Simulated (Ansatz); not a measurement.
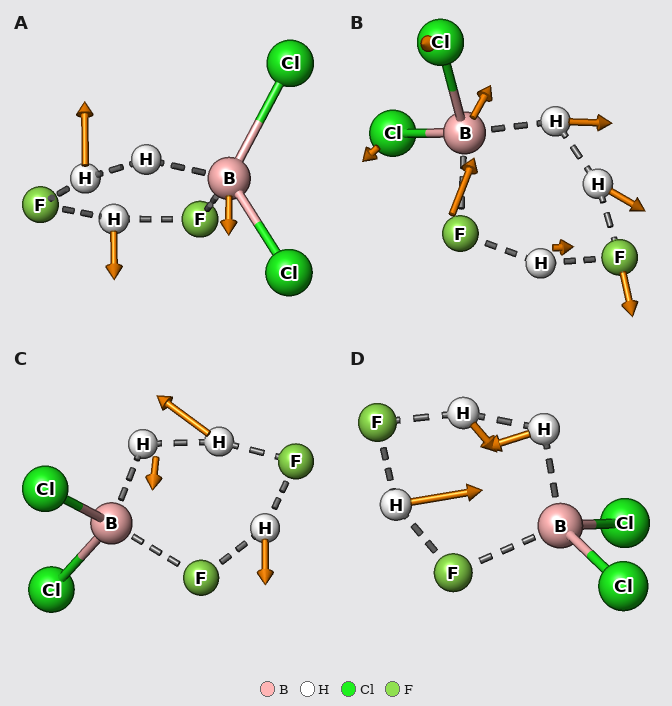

4 normal modes of one molecule or complex, as arrows. Broken sticks mark bonds that form or break. Harmonic vibrations computed with RKS PBE0-D4/def2-TZVP (Ansatz 0.2.0) at a stationary point of the same level. It is a saddle point of order 1.

Match the panels to the wavenumbers 331 cm⁻¹, 927 cm⁻¹, 1692 cm⁻¹, 2231 cm⁻¹.

A: 927 cm⁻¹
B: 331 cm⁻¹
C: 2231 cm⁻¹
D: 1692 cm⁻¹
